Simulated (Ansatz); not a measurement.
```xyz
18

C    -0.1807    1.3151   -0.5332
C     1.1948    0.7635   -0.1904
C     1.2437   -0.7527   -0.4189
C    -0.1178   -1.4152   -0.1728
C    -0.8965   -0.6635    0.8960
C    -1.2435    0.7527    0.4193
H    -0.1836    2.4077   -0.4991
H    -0.4227    1.0427   -1.5668
H     1.4149    0.9912    0.8587
H     1.9723    1.2589   -0.7777
H     1.5713   -0.9633   -1.4415
H     1.9963   -1.1958    0.2405
H     0.0175   -2.4634    0.1064
H    -0.7041   -1.4206   -1.0986
H    -1.8069   -1.2034    1.1690
H    -0.2884   -0.6135    1.8062
H    -1.3509    1.4122    1.2860
H    -2.2158    0.7473   -0.0829
```

Geometry: PBE0-D4/def2-TZVP.

These are results of RKS PBE0-D4/def2-TZVPP in Ansatz 0.2.0, not measurements.

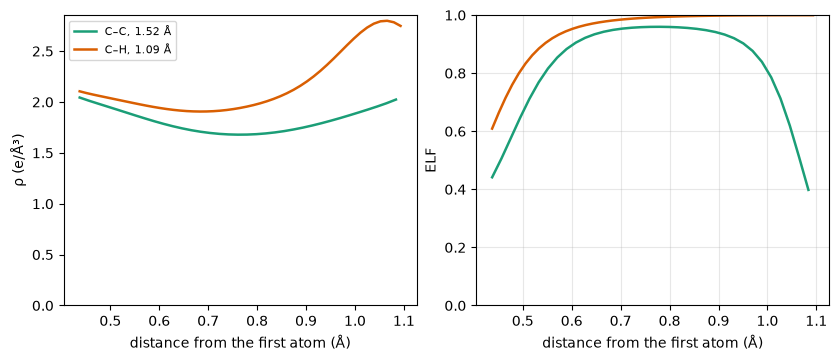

C6H12 (SMILES C1CCCCC1). Total electron density and ELF along straight lines between neighbouring atoms. The curves leave out the atomic cores.

> What kind of bonding do the profiles show?

C–C (1.52 Å): ρ at the midpoint is about 1.7 e/Å³; the ELF peaks at about 0.95 between the atoms: a shared electron pair.
C–H (1.09 Å): ρ at the midpoint is about 2 e/Å³; the ELF climbs to about 1 towards the hydrogen, as it does in any bond to H; a covalent bond by its length.
